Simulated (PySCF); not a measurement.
## A study: H8N4Si, SMILES `N[Si](N)(N)N`

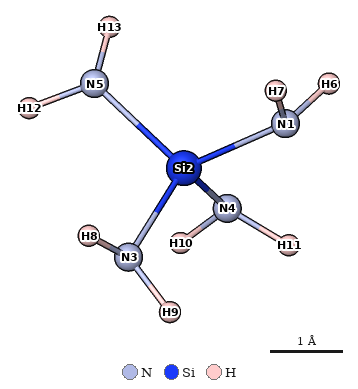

The molecule, with its atoms numbered as below. No frequency check shows the geometry to be a minimum.

Cartesian coordinates (Å):

```
N1      -1.0839    0.7598   -1.1218
Si2      0.0002    0.0000    0.0001
N3       1.0838   -1.1225   -0.7592
N4      -1.0839   -0.7598    1.1217
N5       1.0838    1.1225    0.7591
H6      -1.8701    1.2482   -0.7252
H7      -0.6624    1.3383   -1.8304
H8       1.8702   -0.7272   -1.2484
H9       0.6613   -1.8314   -1.3368
H10     -0.6624   -1.3383    1.8303
H11     -1.8701   -1.2482    0.7251
H12      1.8702    0.7272    1.2483
H13      0.6613    1.8313    1.3366
```

Part 1: Bonding charge

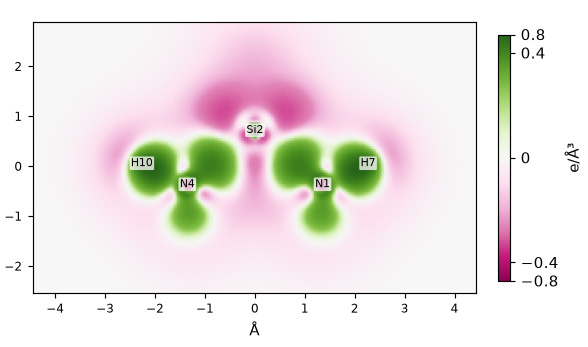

Deformation density (molecule less spherical, spin-averaged free atoms) in the plane of N1, Si2, N4, H7 and H10; colour scale in e/Å³, logarithmic beyond ±0.1; green: gain, pink: loss.

Level of theory: ωB97X/def2-TZVP (PySCF), at a geometry from GFN2-xTB.

**Describe the bonding that the map shows.**

N1–H7 and N4–H10: +0.84 e/Å³ at the bond critical point (bond length 1.01 Å, Mayer order 0.9). Si2–N4 and N1–Si2: +0.17 e/Å³ at the bond critical point (bond length 1.74 Å, Mayer order 1.1). In all, 3.1 electrons gather in the regions of gain relative to the promolecule.

Part 2: Electrostatic potential

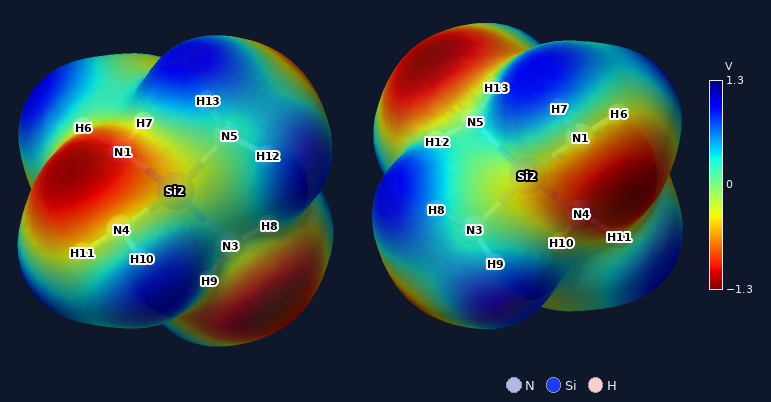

Electrostatic potential on the surface of electron density 0.001 a.u. (back view left, front view right).

**Where are the extremes of the potential on the surface?**

Highest: 1.05 V, 1.3 Å from H7, and at like points elsewhere. Lowest: −1.26 V, 2.1 Å from N3, and at like points elsewhere. The surface is sampled at points, so like sites can differ by a few per cent and only the strongest of them is named.

**What volume does the surface enclose, and what is the dipole moment?**

About 126 Å³; the dipole moment is 0.0 D.

Part 3: In an electric field

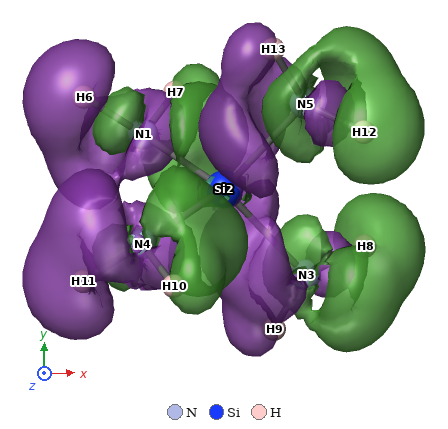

Change of the electron density in a uniform field of 0.21 V/Å, surfaces at ±0.0015 e/Å³ (purple: gain, green: loss).

Computed with PySCF, ωB97X/def2-TZVP, geometry: GFN2-xTB. A basis without diffuse functions makes polarisabilities too small.

**Along which Cartesian direction does the field point?**

Along +x: electrons gather on the −x side, against the field.

**What dipole is induced, and what polarisability does it imply?**

The induced dipole is 0.55 D (along the field); α along this axis, from the fields in both directions, is 54 bohr³ (8.0 Å³).

**Which atoms gain and lose the most charge?**

Electrons gather most on H6 and H11 alike (Hirshfeld charge changes by −0.007 e) and leave H8 and H12 alike most (+0.007 e); 0.056 electrons are displaced in all.

Part 4: Removing or adding an electron

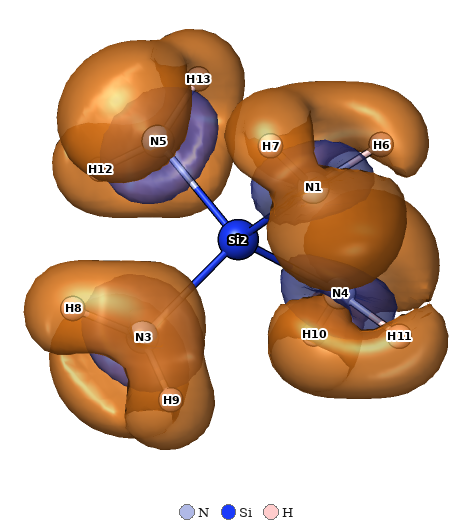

Fukui function f⁻ = ρ(N) − ρ(N−1) at fixed geometry, surfaces at ±0.015 e/Å³ (orange positive, blue negative).

PySCF calculation, ωB97X/def2-TZVP, gas phase; geometry: GFN2-xTB.

**Which atoms respond most to the removal of an electron?**

f⁻ (Hirshfeld-condensed) is largest on N1, N3, N4 and N5 (0.13 each) and Si2 (0.07); the vertical ionisation energy is 9.29 eV (the stability of the cation's solution wasn't checked). Condensed values hint at sites of electrophilic attack but needn't mark the atom that reacts. Orbital relaxation makes it negative in places (0.17 e in all).
